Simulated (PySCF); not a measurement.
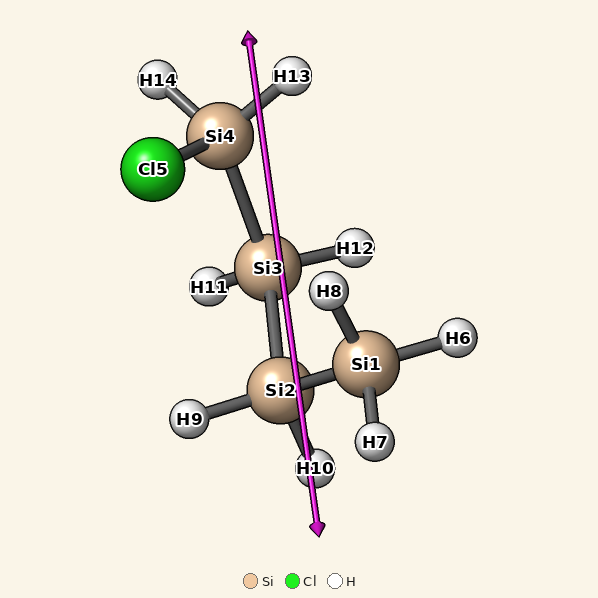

The double arrow shows the direction of the transition dipole to excited singlet state 1 (its length means nothing). The geometry was computed by an optimisation with GFN2-xTB. No frequency run is at hand to confirm it as a minimum. Properties computed with TDDFT B3LYP/def2-SVPD, vertical, gas phase, core orbitals frozen in the response (PySCF 2.14.0).

How is the transition polarised?

Answer. Nearly parallel to the Si2–Si3 bond.

Give its energy, strength and character.

Answer. 6.00 eV (207 nm), oscillator strength 0.038, mainly HOMO → LUMO (weight 0.91); transition dipole 1.30 D.

The geometry is semi-empirical. Around Si such bond lengths and angles can be off by a tenth of an ångström or more and by several degrees, and values that hang on the shape move with them.
